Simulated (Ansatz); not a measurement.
# UB2PLYP/STO-3G run of BSiH4 (SMILES B[SiH2])

Aim: the electronic atomisation energy of BSiH4 at UB2PLYP/STO-3G, from 4 runs. 

Program for the calculation: Ansatz 0.2.0.

43 further runs of the same task are left out: 43 set aside as unsound or not needed.

### Step 1. The structure to begin with

The species is BSiH4 (6 atoms), meant as a doublet with charge 0. As SMILES, `B[SiH2]`. The shape is that of a GFN2-xTB optimisation.

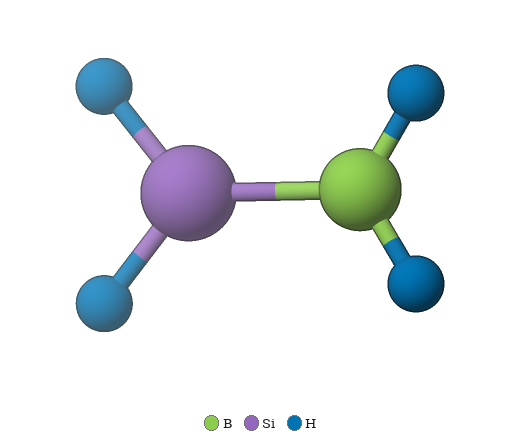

Viewed from a chosen angle; boron green, silicon purple, hydrogen blue.

### Step 2. The energy at UB2PLYP/STO-3G

The input, in.yaml:

```yaml
crystal:
  periodic: [false, false, false]
  atoms:
    - {symbol: B, position_ang: [-0.003690, -1.037180, 0.114670]}
    - {symbol: Si, position_ang: [0.004430, 0.829590, -0.091960]}
    - {symbol: H, position_ang: [-0.730970, -1.564260, 0.876300]}
    - {symbol: H, position_ang: [0.717450, -1.725110, -0.512520]}
    - {symbol: H, position_ang: [0.828120, 1.658960, -0.988060]}
    - {symbol: H, position_ang: [-0.815330, 1.838000, 0.601560]}
basis:
  gaussian: {orbitals: STO-3G}
hamiltonian: {xc: {name: B2PLYP}}
magnetization: {spin_polarized: true, initial_magnetization: 1}
accuracy: high
correlation: {frozen_orbitals: {B: 1, H: 0, Si: 5}}
```

On the command line:

```
ansatz run in.yaml --threads 1 --pin off --max-ram 2610MiB --events-out events.jsonl --progress --plain --runs-dir runs
```

Log:

```text
Warning: RAYON_NUM_THREADS=1 ignored (pool sized by the plan → 1); use --threads N
Functional definition: B2PLYP
  name "B2PLYP"
  parameter a = 0.53
  parameter c = 0.27
  exchange = (1 - a)*b88_x + a*exact_x
  correlation = (1 - c)*lyp_c + c*(mp2_os + mp2_ss)
310 factors; integrals over basis functions are off by at most 2.6e-8 eV
mean field evaluation 1: about -8509.6622 eV, gradient 8.7e0 eV
mean field evaluation 2: about -8509.6338 eV, gradient 8.7e0 eV
mean field evaluation 4: about -8510.3996 eV, gradient 7.6e-1 eV
mean field evaluation 8: about -8510.4192 eV, gradient 3.2e-2 eV
mean field evaluation 16: about -8510.4192 eV, gradient 1.3e-6 eV
mean field -8510.41923312 eV, -312.7521382477 hartree, gradient 1.2e-8 eV, S^2 0.753139; 0 other end points of the search recorded, 0 dependent functions left out
6 core orbitals not correlated: weight in the atoms' cores, before any rotation towards them, 0.999 or more for the frozen orbitals, at most 0.000 for the correlated occupied ones
reference -8510.41925087 eV, -312.7521389001 hartree; 6, 5 occupied and 6, 7 virtual orbitals, 310 factors
second order -2.48033405 eV of doubles, -0.00000000 eV of singles
Total energy: -8511.08894106 eV, -312.7767495607 hartree
```

Run time: 3.9 s. Hardware: 1 thread of Intel Xeon Platinum 8259CL at 2.50GHz (Skylake/Cascade Lake), shared host; peak memory 0.15 GiB.

### Step 3. The B atom

The input, run.yaml:

```yaml
crystal:
  periodic: [false, false, false]
  atoms:
    - symbol: B
      position_ang: [0.000000, 0.000000, 0.000000]
basis:
  gaussian:
    orbitals: STO-3G
magnetization:
  spin_polarized: true
  initial_magnetization: 1
hamiltonian:
  xc: {name: B2PLYP}
correlation:
  frozen_orbitals: {B: 1}
accuracy: high
```

Run the same way, it converges to -24.24577 Eh (log not shown).

### Step 4. The H atom, same level

The input, job.yaml:

```yaml
crystal:
  periodic: [false, false, false]
  atoms:
    - {symbol: H, position_ang: [0.000000, 0.000000, 0.000000]}
basis:
  gaussian:
    orbitals: STO-3G
hamiltonian:
  xc: {name: B2PLYP}
correlation:
  frozen_orbitals: {H: 0}
magnetization:
  spin_polarized: true
  initial_magnetization: 1
accuracy: high
```

Run the same way, it converges to -0.46478 Eh (log not shown).

### Step 5. The Si atom, same level

The input, in.yaml:

```yaml
crystal:
  periodic: [false, false, false]
  atoms:
    - {symbol: Si, position_ang: [0.000000, 0.000000, 0.000000]}
basis:
  gaussian:
    orbitals: STO-3G
accuracy: high
magnetization:
  spin_polarized: true
  initial_magnetization: 2
correlation:
  frozen_orbitals: {Si: 5}
hamiltonian:
  xc: {name: B2PLYP}
```

Run the same way, it converges to -285.81514 Eh (log not shown).

### Step 6. Summary of results

Level: UB2PLYP/STO-3G, 6 core orbitals frozen.

```
                     quantity          value
       molecule: total energy  -312.77675 Eh
               molecule: ⟨S²⟩          0.753
         B atom: total energy   -24.24577 Eh
                 B atom: ⟨S²⟩          0.750
         H atom: total energy    -0.46478 Eh
                 H atom: ⟨S²⟩          0.750
        Si atom: total energy  -285.81514 Eh
                Si atom: ⟨S²⟩          2.000
electronic atomisation energy      23.313 eV
```

What this shows: Taking the molecule apart into free atoms costs 23.31 eV (538 kcal/mol), before zero-point energy and without spin-orbit coupling. In a minimal basis such a difference can be off by several eV, whatever the method.
